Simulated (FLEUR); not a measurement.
# Fixed-spin-moment curve of CrIr3 with FLEUR

Wanted: E(M) for CrIr3, with its minima.

Main program and level: FLEUR MaX-R8.1; PBEsol; all-electron FLAPW, Dirac cores, scalar-relativistic bands.

## Step 1: Starting point

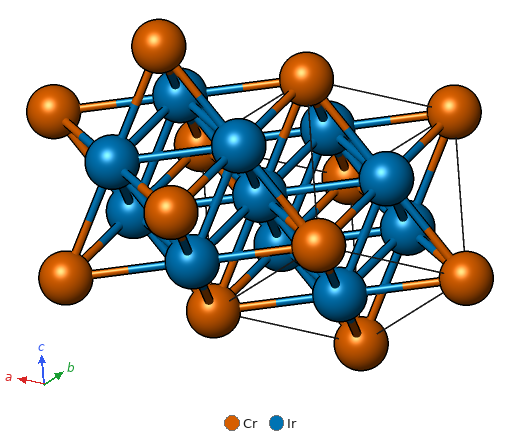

The cell as given, from a free direction (chromium orange, iridium blue). 2×1×1 cells are drawn. Some periodic images of atoms are drawn too.

As a file:

```cif
data_structure
_symmetry_space_group_name_H-M 'Pm-3m'
_symmetry_Int_Tables_number 221
_cell_length_a 3.8141
_cell_length_b 3.8141
_cell_length_c 3.8141
_cell_angle_alpha 90.000
_cell_angle_beta 90.000
_cell_angle_gamma 90.000
_cell_volume 55.49
loop_
_atom_site_label
_atom_site_type_symbol
_atom_site_symmetry_multiplicity
_atom_site_Wyckoff_symbol
_atom_site_fract_x
_atom_site_fract_y
_atom_site_fract_z
_atom_site_occupancy
Cr1 Cr 1 a 0.00000 0.00000 0.00000 1
Ir1 Ir 3 c 0.00000 0.50000 0.50000 1
```

The cell comes from a database of computed structures and need not be the stable phase.

## Step 2: Unconstrained state

The free run tells which range of moments is worth scanning.

inpgen writes inp.xml from crystal.txt; cutoffs, mixing, functional, smearing and local orbitals are then set in the file. The k list default-1 (kpts.xml, not shown) is a Γ-centred 8×8×8 mesh; where the ranks do not divide the number of points, some are split in two of half the weight.

inp.xml

```
<?xml version="1.0" encoding="UTF-8" standalone="no"?>
<fleurInput fleurInputVersion="0.39">
   <comment>
      CrIr3
   </comment>
   <calculationSetup>
      <cutoffs Kmax="3.6" Gmax="10.8" GmaxXC="10.8" numbands="0"/>
      <scfLoop itmax="90" minDistance="0.00002" maxIterBroyd="15" imix="Anderson" alpha="0.05" precondParam="0.0" spinf="2.0" sdNocoIR="T"/>
      <coreElectrons ctail="T" frcor="F" kcrel="0" coretail_lmax="0"/>
      <xcFunctional name="PBEs" relativisticCorrections="F"/>
      <magnetism jspins="2"/>
      <soc l_soc="F" theta="0.0" phi="0.0" spav="F"/>
      <expertModes spex="0" secvar="F"/>
      <geometryOptimization l_f="F" forcealpha="1.0" forcemix="BFGS" epsdisp="0.00001" epsforce="0.00001"/>
      <ldaU l_linMix="F" mixParam="0.05" spinf="1.0"/>
   </calculationSetup>
   <cell>
      <bzIntegration valenceElectrons="59.0" mode="hist" fermiSmearingEnergy="0.00110248">
         <kPointListSelection listName="default-1"/>
         <xi:include xmlns:xi="http://www.w3.org/2001/XInclude" href="kpts.xml"> </xi:include>
      </bzIntegration>
      <xi:include xmlns:xi="http://www.w3.org/2001/XInclude" href="sym.xml"> </xi:include>
      <bulkLattice scale="1.0">
         <bravaisMatrix>
            <row-1>    7.2076751127272773     0.0000000000000000     0.0000000000000000</row-1>
            <row-2>    0.0000000000000000     7.2076751127272773     0.0000000000000000</row-2>
            <row-3>    0.0000000000000000     0.0000000000000000     7.2076751127272773</row-3>
         </bravaisMatrix>
      </bulkLattice>
   </cell>
   <atomSpecies>
      <species name="Chromium (2.500" element="Cr" atomicNumber="24">
         <mtSphere radius="2.48" gridPoints="819" logIncrement="0.015"/>
         <atomicCutoffs lmax="10" lnonsphr="8"/>
         <electronConfig flipSpins="F">
            <coreConfig>(1s1/2) (2s1/2) (2p1/2) (2p3/2)</coreConfig>
            <valenceConfig>(3s1/2) (3p1/2) (3p3/2) (4s1/2) (3d3/2) (3d5/2)</valenceConfig>
            <stateOccupation state="(4s1/2)" spinUp="0.5" spinDown="0.5"/>
            <stateOccupation state="(3d3/2)" spinUp="1.0" spinDown="1.0"/>
            <stateOccupation state="(3d5/2)" spinUp="2.75" spinDown="0.25"/>
         </electronConfig>
         <energyParameters s="4" p="4" d="3" f="4"/>
         <lo type="SCLO" l="0" n="3" eDeriv="0"/>
         <lo type="SCLO" l="1" n="3" eDeriv="0"/>
      </species>
      <species name="Iridium (Ir)" element="Ir" atomicNumber="77">
         <mtSphere radius="2.48" gridPoints="819" logIncrement="0.016"/>
         <atomicCutoffs lmax="10" lnonsphr="8"/>
         <electronConfig flipSpins="F">
            <coreConfig>(1s1/2) (2s1/2) (2p1/2) (2p3/2) (3s1/2) (3p1/2) (3p3/2) (4s1/2) (3d3/2) (3d5/2) (4p1/2) (4p3/2) (5s1/2) (4d3/2) (4d5/2) (4f5/2) (4f7/2)</coreConfig>
            <valenceConfig>(5p1/2) (5p3/2) (6s1/2) (5d3/2) (5d5/2)</valenceConfig>
            <stateOccupation state="(5d3/2)" spinUp="1.400000" spinDown="1.400000"/>
            <stateOccupation state="(5d5/2)" spinUp="2.100000" spinDown="2.100000"/>
         </electronConfig>
         <energyParameters s="6" p="6" d="5" f="5"/>
         <lo type="SCLO" l="1" n="5" eDeriv="0"/>
      </species>
   </atomSpecies>
   <atomGroups>
      <atomGroup species="Chromium (2.500">
         <relPos label="                   1">.0000000000 .0000000000 .0000000000</relPos>
         <force calculate="T" relaxXYZ="TTT"/>
      </atomGroup>
      <atomGroup species="Iridium (Ir)">
         <relPos label="                   2">.0000000000 1.000/2.000 1.000/2.000</relPos>
         <relPos label="                   3">1.000/2.000 1.000/2.000 .0000000000</relPos>
         <relPos label="                   4">1.000/2.000 .0000000000 1.000/2.000</relPos>
         <force calculate="T" relaxXYZ="TTT"/>
      </atomGroup>
   </atomGroups>
   <output dos="F" band="F" slice="F">
      <bandDOS minEnergy="-.5*Htr" maxEnergy="0.5*Htr" sigma="0.015" storeEVData="T"/>
      <plotting iplot="0" polar="F">
         <plot TwoD="T" vec1="  1.0  0.0  0.0" vec2="  0.0  1.0  0.0" vec3="  0.0  0.0  1.0" zero="  0.0  0.0  0.0" file="plot"/>
      </plotting>
      <moessbauerParams electricFieldGradient="F" isomerShift="F" coreHyperfine="F" valenceHyperfine="F"/>
   </output>
</fleurInput>
```

crystal.txt

```
CrIr3
&input film=F cartesian=F /
3.81413741330  0.00000000000  0.00000000000
0.00000000000  3.81413741330  0.00000000000
0.00000000000  0.00000000000  3.81413741330
1.8897261246
1.0 1.0 1.0

4
24 0.00000000000  0.00000000000  0.00000000000 : 2.500
77 0.00000000000  0.50000000000  0.50000000000
77 0.50000000000  0.50000000000  0.00000000000
77 0.50000000000  0.00000000000  0.50000000000

&kpt div1=8 div2=8 div3=8 gamma=T /
```

Run with:

```sh
$ OMP_NUM_THREADS=1 inpgen -f crystal.txt > inpgen.log  # inp.xml is then edited as shown
$ OMP_NUM_THREADS=1 mpirun -n 4 fleur_MPI > fleur.log
```

The log of the run:

```text
Welcome to FLEUR        (www.flapw.de)
      MaX-Release 8.1          (www.max-centre.eu)

 ========== k-point set info ==========
 Selected k-point list: default-1
 k-point list type: mesh
 0 x 0 x 0
 Number of k points: 36

 ------------Calculation Setup---------------------------
 Number of MPI-tasks      :            4
 Number of PE/node        :            4
 Number of OMP-threads    :            1
 k-points in parallel     :            4
 pe's per k-point         :            1
 No of k-point loops      :            9
 Eigenvalue solver        :       lapack
 Number of basis functions:          329
 Approximate size of matrices (H+S) per k-point:         0.002 GB
 --------------------------------------------------------
 Iteration:     1   Distance:      46.12706044 me/bohr^3
 Iteration:     2   Distance:      25.38214181 me/bohr^3
 Iteration:     3   Distance:      15.57542785 me/bohr^3
 Iteration:     4   Distance:      16.39522393 me/bohr^3
 Iteration:     5   Distance:       7.64771010 me/bohr^3
 Iteration:     6   Distance:       7.68312685 me/bohr^3
 Iteration:     7   Distance:       2.01961031 me/bohr^3
 Iteration:     8   Distance:       2.13881157 me/bohr^3
 Iteration:     9   Distance:       0.93757120 me/bohr^3
 Iteration:    10   Distance:       1.16074199 me/bohr^3
 Iteration:    11   Distance:       0.87640497 me/bohr^3
 Iteration:    12   Distance:       0.18174365 me/bohr^3
 Iteration:    13   Distance:       0.05774947 me/bohr^3
 Iteration:    14   Distance:       0.03558921 me/bohr^3
 Iteration:    15   Distance:       0.01494698 me/bohr^3
 Iteration:    16   Distance:       0.01632439 me/bohr^3
 Iteration:    17   Distance:       0.01635271 me/bohr^3
 Iteration:    18   Distance:       0.01330815 me/bohr^3
 Iteration:    19   Distance:       0.00462500 me/bohr^3
 Iteration:    20   Distance:       0.00141438 me/bohr^3
 Iteration:    21   Distance:       0.00170470 me/bohr^3
 Iteration:    22   Distance:       0.00053328 me/bohr^3
 Iteration:    23   Distance:       0.00014874 me/bohr^3
 Iteration:    24   Distance:       0.00019231 me/bohr^3
 Iteration:    25   Distance:       0.00003407 me/bohr^3
 Iteration:    26   Distance:       0.00000710 me/bohr^3

 ********************************************************************
 Run finished successfully
 Stop message:
   all done
 ********************************************************************

--- out.xml (last complete iteration) ---
<iteration numberForCurrentRun="   26" overallNumber="   26">
         [... left out ...]
         <bandgap value="0.0477354534" units="eV"/>
         <sumValenceSingleParticleEnergies value="-20.4156981797" units="Htr"/>
         <FermiEnergy value="0.5306426199" units="Htr"/>
         <valenceDensity>
            <mtCharges spin="1">
               <mtCharge atomType="1" total="7.4218359" s="1.2015429" p="3.2482383" d="2.9263862" f="0.0341787"/>
               <mtCharge atomType="2" total="6.6587333" s="0.2585453" p="3.2152220" d="3.1366392" f="0.0374586"/>
            </mtCharges>
            <mtCharges spin="2">
               <mtCharge atomType="1" total="5.7072845" s="1.1868367" p="3.2241186" d="1.2487874" f="0.0355809"/>
               <mtCharge atomType="2" total="6.8319317" s="0.2664970" p="3.2235030" d="3.2977368" f="0.0339707"/>
            </mtCharges>
            <spinDependentCharge spin="1" total="30.1045537" interstitial="2.7065179" mtSpheres="27.3980358"/>
            <spinDependentCharge spin="2" total="28.8954463" interstitial="2.6923668" mtSpheres="26.2030795"/>
            <totalCharge value="59.0000000000"/>
         </valenceDensity>
         [... left out ...]
         <allElectronCharges>
            <spinDependentCharge spin="1" total="128.1045537" interstitial="2.7092928" mtSpheres="125.3952609"/>
            <spinDependentCharge spin="2" total="126.8954463" interstitial="2.6951498" mtSpheres="124.2002965"/>
            <totalCharge value="254.9999999611"/>
         </allElectronCharges>
         <magneticMomentsInMTSpheres units="muBohr">
            <globalMagMoment atomType="1" vec="0.00000   0.00000   1.71455"/>
            <localMagMoment atomType="1" vec="0.00000   0.00000   1.71455"/>
            <globalMagMoment atomType="2" vec="0.00000   0.00000  -0.17320"/>
            <localMagMoment atomType="2" vec="0.00000   0.00000  -0.17320"/>
         </magneticMomentsInMTSpheres>
         <moessbauerParams unitsHFF="kG" unitsIS="e/bohr^3" unitsEFG="Htr/bohr^2">
         </moessbauerParams>
         <totalEnergy value="   -54609.1974440705" units="Htr">
            <sumOfEigenvalues value="   -33447.7670839525">
               <coreElectrons value="-33427.3513857729"/>
               <valenceElectrons value="-20.4156981797"/>
            </sumOfEigenvalues>
            <densityCoulombPotentialIntegral value="-94129.6222337987"/>
            <densityEffectivePotentialIntegral value="-95551.9292675500"/>
            <chargeDenXCDenIntegral value="-1080.0700498368"/>
            <FockExchangeEnergyValence value="0.0000000000"/>
            <FockExchangeEnergyCore value="0.0000000000"/>
            <atomTypeDependentContributions atomType="1">
               <electronNucleiInteractionDifferentMTs value="1250.7406667167"/>
               <MadelungTerm value="-10.3683273002"/>
            </atomTypeDependentContributions>
            <atomTypeDependentContributions atomType="2">
               <electronNucleiInteractionDifferentMTs value="67181.2024374589"/>
               <MadelungTerm value="-126.1670294559"/>
            </atomTypeDependentContributions>
            <tkbTimesEntropy value="0.0002695440"/>
            <freeEnergy value="-54609.1977136146"/>
            <extrapolationTo0K value="-54609.1975788425"/>
         </totalEnergy>
         <densityConvergence units="me/bohr^3">
            <chargeDensity spin="1" distance="0.0000044880"/>
            <chargeDensity spin="2" distance="0.0000030769"/>
            <overallChargeDensity distance="0.0000029657"/>
            <spinDensity distance="0.0000071010"/>
         </densityConvergence>
      </iteration>
```

Elapsed: 46 s, on 4 MPI ranks of Intel Xeon 6975P-C (Granite Rapids), shared host; peak memory 0.28 GiB; 3 min of CPU time.

Spin moment in the muffin-tin sphere by atom:

| atom | spin moment in the muffin-tin sphere (μB) |
| --- | --- |
| Cr1 | 1.71 |
| Ir2 | -0.17 |
| Ir3 | -0.17 |
| Ir4 | -0.17 |

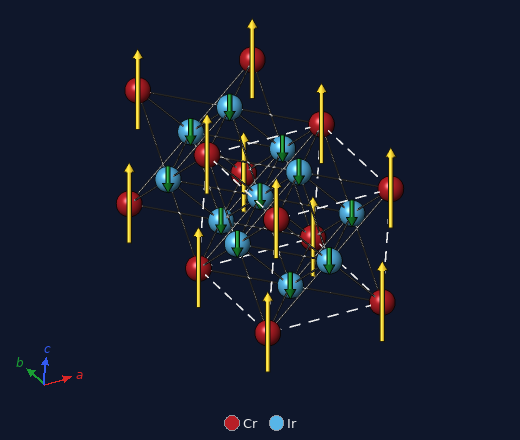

Spin moment in the muffin-tin sphere as arrows, the longest 1.71 μB. Up and down stand for the sign. Arrows give size and sign along the axis of quantisation, drawn up and down the page. Each arrow also spans its atom, so small moments look longer than they are. The two directions have two colours. 1×2×1 cells are drawn. Some periodic images of atoms are drawn too.

Read from the output:

| Property | Result |
| --- | --- |
| free energy | -1485991.9716 eV |
| program's band gap on this mesh (in a metal only a level spacing) | 0.04774 eV |
| magnetization | 1.209 μB |
| final state | ferromagnetic, with opposed induced moments |

After 26 cycles the largest moment stands at 1.71 μB.

## Step 3: No spin polarisation

Edit inp.xml of step 2 so:

```diff
@@ -10,3 +10,3 @@
       <xcFunctional name="PBEs" relativisticCorrections="F"/>
-      <magnetism jspins="2"/>
+      <magnetism jspins="1"/>
       <soc l_soc="F" theta="0.0" phi="0.0" spav="F"/>
@@ -31,3 +31,3 @@
    <atomSpecies>
-      <species name="Chromium (2.500" element="Cr" atomicNumber="24">
+      <species name="Chromium (Cr)" element="Cr" atomicNumber="24">
          <mtSphere radius="2.48" gridPoints="819" logIncrement="0.015"/>
@@ -37,5 +37,5 @@
             <valenceConfig>(3s1/2) (3p1/2) (3p3/2) (4s1/2) (3d3/2) (3d5/2)</valenceConfig>
-            <stateOccupation state="(4s1/2)" spinUp="0.5" spinDown="0.5"/>
-            <stateOccupation state="(3d3/2)" spinUp="1.0" spinDown="1.0"/>
-            <stateOccupation state="(3d5/2)" spinUp="2.75" spinDown="0.25"/>
+            <stateOccupation state="(4s1/2)" spinUp="0.500000" spinDown="0.500000"/>
+            <stateOccupation state="(3d3/2)" spinUp="1.000000" spinDown="1.000000"/>
+            <stateOccupation state="(3d5/2)" spinUp="1.500000" spinDown="1.500000"/>
          </electronConfig>
@@ -59,3 +59,3 @@
    <atomGroups>
-      <atomGroup species="Chromium (2.500">
+      <atomGroup species="Chromium (Cr)">
          <relPos label="                   1">.0000000000 .0000000000 .0000000000</relPos>
```

Edit crystal.txt of step 2 so:

```diff
@@ -9,3 +9,3 @@
 4
-24 0.00000000000  0.00000000000  0.00000000000 : 2.500
+24 0.00000000000  0.00000000000  0.00000000000
 77 0.00000000000  0.50000000000  0.50000000000
```

The log of the run:

```text
[banner, memory and clock lines left out]
Welcome to FLEUR        (www.flapw.de)
      MaX-Release 8.1          (www.max-centre.eu)

 ========== k-point set info ==========
 Selected k-point list: default-1
 k-point list type: mesh
 0 x 0 x 0
 Number of k points: 36

 [... set-up left out ...]
 Iteration:     1   Distance:      45.68709002 me/bohr^3
 Iteration:     2   Distance:      28.10765059 me/bohr^3
 Iteration:     3   Distance:      30.79826999 me/bohr^3
 Iteration:     4   Distance:      28.99507202 me/bohr^3
 Iteration:     5   Distance:       9.84666139 me/bohr^3
 Iteration:     6   Distance:       6.48842749 me/bohr^3
 Iteration:     7   Distance:      16.09552654 me/bohr^3
 Iteration:     8   Distance:      13.87062884 me/bohr^3
[... lines left out ...]
 Iteration:    18   Distance:       0.00361232 me/bohr^3
 Iteration:    19   Distance:       0.00113526 me/bohr^3
 Iteration:    20   Distance:       0.00009719 me/bohr^3
 Iteration:    21   Distance:       0.00009386 me/bohr^3
 Iteration:    22   Distance:       0.00002513 me/bohr^3
 Iteration:    23   Distance:       0.00000336 me/bohr^3

 ********************************************************************
 Run finished successfully
 Stop message:
   all done
 ********************************************************************

--- out.xml (last complete iteration) ---
<iteration numberForCurrentRun="   23" overallNumber="   23">
         [... left out ...]
         <bandgap value="0.0039046799" units="eV"/>
         <sumValenceSingleParticleEnergies value="-20.4620337668" units="Htr"/>
         <FermiEnergy value="0.5353367576" units="Htr"/>
         [... left out ...]
         <totalEnergy value="   -54609.1904004589" units="Htr">
            <sumOfEigenvalues value="   -33448.0418290042">
               <coreElectrons value="-33427.5797952374"/>
               <valenceElectrons value="-20.4620337668"/>
            </sumOfEigenvalues>
         [... left out ...]
            <freeEnergy value="-54609.1910526738"/>
            <extrapolationTo0K value="-54609.1907265664"/>
         </totalEnergy>
         <densityConvergence units="me/bohr^3">
            <chargeDensity spin="1" distance="0.0000033623"/>
         </densityConvergence>
      </iteration>
```

Wall time 24 s (4 MPI ranks); peak memory 0.23 GiB; 96 s of CPU time.

This step gave:

- free energy: -1485991.7903 eV
- program's band gap on this mesh (in a metal only a level spacing): 0.003905 eV
- final state: non-magnetic (no spin polarisation)

Its energy lies +181.3 meV a cell from the free run's.

[end of part 1 of 2]

[Logs and program files are shortened in this print: banners, set-up blocks, solver, clock and traceback lines can be left out without a mark of their own.]

[Logs are printed without paths, hosts, clocks, repeated set-up lines and the standing remarks that a program may print on its own settings, such as how far it seeks lower states.]

[Hosts, paths, dates, database ids (printed as entryN), source tags and the programs' standing remarks are cut or masked in the printed files.]

[Where a cell is said to come from a database of computed structures, the database is the Materials Project.]
